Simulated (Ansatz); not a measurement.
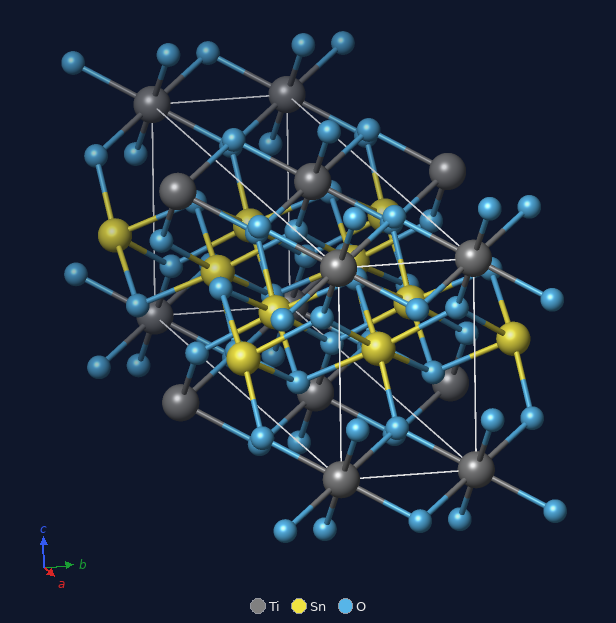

A ball-and-stick rendering, viewed slightly off an axis. The wireframe shows the conventional unit cell. Bonded atoms from the next cells complete the picture.

TiSn2O6, space group C2/m (No. 12), a = 14.939 Å, b = 3.136 Å, c = 4.827 Å, α = 90.00°, β = 92.75°, γ = 90.00°. The cell started as a structure type filled with these elements by a generator (whether the compound takes this form wasn't checked). Earlier steps of the study may have refined or changed the cell and positions. It was run through Ansatz as a DFT input.

This one geometry was computed with Ansatz (DFT, plane waves, PAW) at three levels of theory: r2SCAN, PBE+U (U_eff = 4.00 eV on Ti d) and PBE.

Which level gives the highest pressure at this volume, and what does that say about its equilibrium volume?

Answer. Highest: PBE+U (U_eff = 4.00 eV on Ti d) (0.8 GPa), which points to the largest equilibrium volume. Lowest, with the smallest volume: r2SCAN (-6.6 GPa). Levels within 0.5 GPa of each other can't be told apart.

How does the band gap change with the level of theory?

Answer. PBE: a gap of 1.89 eV, indirect; PBE+U (U_eff = 4.00 eV on Ti d): a gap of 2.18 eV, indirect; r2SCAN: a gap of 2.32 eV, indirect.

Collect the results in a table.

Answer.
| level | cutoff (eV) | k-mesh of the run's cell | gap (eV) | pressure (GPa) |
| --- | --- | --- | --- | --- |
| r2SCAN | 500 | 10×10×6 | 2.32 | -6.6 |
| PBE+U (U_eff = 4.00 eV on Ti d) | 420 | 10×10×6 | 2.18 | 0.8 |
| PBE | 420 | 10×10×6 | 1.89 | 0.0 |

Gaps are taken on the k-mesh or band path of each run.
